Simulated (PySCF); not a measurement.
## Single-point calculation of BHO

BHO, computed with RKS PBE-D4/def2-TZVPP, density fitting (PySCF 2.14.0).

The geometry comes from this level: PBE0-D4/def2-TZVP.

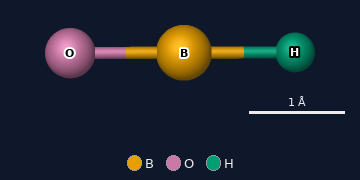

**Figure 1.** The structure as given in the input (ball-and-stick view, seen on its broad side). Bond lengths as drawn: B–H 1.17 Å and B–O 1.20 Å.

## Summary

| quantity | value |
| --- | --- |
| outcome | converged |
| total energy | −2738.2709 eV |
| dispersion energy | −0.0189 eV |
| hardware | 4 threads of Arm Neoverse V1, 23 GiB of memory available, shared host |
| wall time | 1.9 s (CPU time 4.3 s) |
| peak memory | 0.31 GiB |

## Input file
```python
import json, numpy as np
from pyscf import gto, scf, dft, mp, cc
EV, BOHR = 27.211386245988, 0.529177210903
mol = gto.M(atom="""
B -0.735039 0.222139 -1.282037
O -0.235280 -0.081342 -0.236451
H -1.224362 0.519231 -2.305758
""", basis="def2-tzvpp", charge=0, spin=0, max_memory=8670, verbose=0)
def mean_field(mol, dm=None):
    mf = dft.RKS(mol, xc="pbe").density_fit()
    mf.conv_tol = 1e-9; mf.grids.level = 4
    mf.kernel(dm0=dm)
    if not mf.converged: mf = mf.newton().run(mf.mo_coeff, mf.mo_occ)
    assert mf.converged
    return mf
def d4(mol):
    from pyscf.dispersion.dftd4 import DFTD4Dispersion
    real = gto.M(atom=[(mol.atom_pure_symbol(i), mol.atom_coord(i)) for i in range(3)], unit='B', charge=mol.charge, spin=None, basis='def2-svp', verbose=0)
    r = DFTD4Dispersion(real, xc="pbe", atm=True).get_dispersion(grad=True); return r["energy"], r["gradient"]
def energy_and_gradient(mol, dm=None):
    mf = mean_field(mol, dm); e, g = d4(mol)
    return mf, (mf.e_tot + e) * EV, (mf.nuc_grad_method().kernel()[:3] + g) * EV / BOHR
out = {}
mf = mean_field(mol); e = d4(mol)[0]
out.update(energy=(mf.e_tot + e) * EV, converged=True, dispersion=e * EV)
out['s2'] = mf.spin_square()[0]; out['nelec'] = mol.nelec
print(f"Total energy {out['energy']:.6f} eV, <S^2> {out['s2']:.4f}")
json.dump(out, open("out.json", "w"), default=float)
```

Launch command:
```bash
OMP_NUM_THREADS=4 python run.py
```

## Output
```
Total energy -2738.270867 eV, <S^2> 0.0000
```
